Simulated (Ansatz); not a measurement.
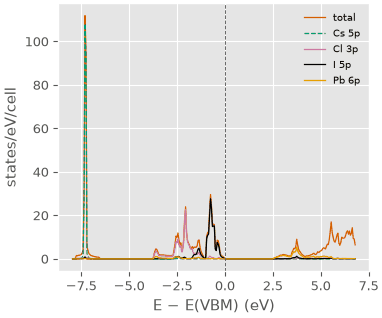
*Total and projected density of states of Cs$_{2}$PbI$_{2}$Cl$_{2}$ in space group I4/mmm (No. 139; Cs on 4e, Pb on 2a, I on 4e, Cl on 4c), PBE in the plane-wave PAW code Ansatz*

### Question
Which orbitals carry the states next to the gap?

### Answer
Top 1 eV of the valence band: I 5p 90 %. Bottom 1 eV of the conduction band: Pb 6p 77 %, Cl 3s 6 %, Cl 3p 5 %, outside the projected shells 5 %. Projections are on Löwdin-orthogonalised atomic valence shells; empty p or d shells of many metals are not among them.

### Question
Where is the tallest occupied peak in this window, and what makes it?

### Answer
Near -7.3 eV, about 110 states/eV per cell; the largest projected share is Cs 5p.

The first step of the workflow began from a Materials Project structure, measured or hypothetical; the Crystallography Open Database copy checked does not list it. Whether it is the stable phase at ambient conditions was not checked. Symmetry was held in the PBE relaxation; its stability against distortions is not shown here. Spin–orbit coupling is left out wherever it is not named.

Potentials: the later of the program's two PAW sets.
